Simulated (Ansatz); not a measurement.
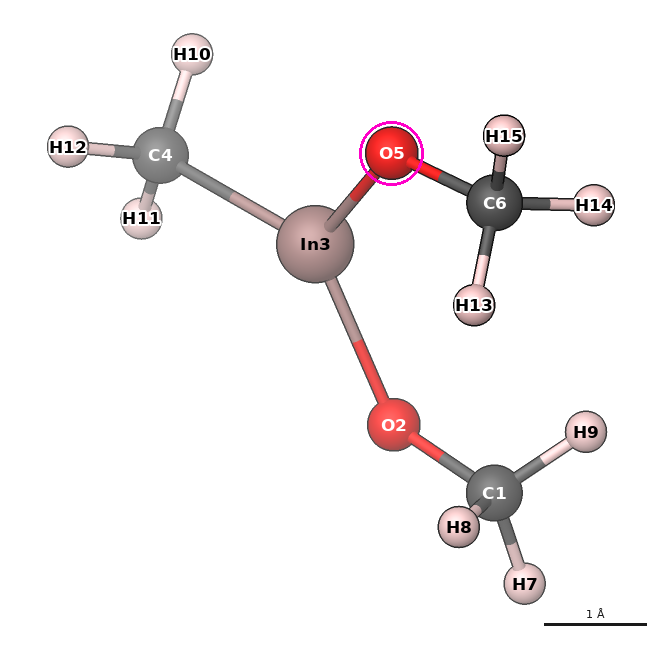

Simulated data, not a measurement (program: Ansatz).

Orthographic view. Distant atoms are faded towards the background colour. State: charge +1, doublet. Geometry: the geometry of the neutral molecule.

Q: Name the neighbours of the circled atom.

A: The circled atom is O5; it is bonded to In3, C6.

Q: Which atom is farthest from the viewer?

A: H11, 2.6 Å behind the mean position.

Q: Which atom is nearest the viewer?

A: H15, 2.8 Å in front of the mean position.

Q: What is the shortest path along bonds from the circled atom to H9?

A: O5–In3–O2–C1–H9, 4 bonds; through space the two are 3.54 Å apart.
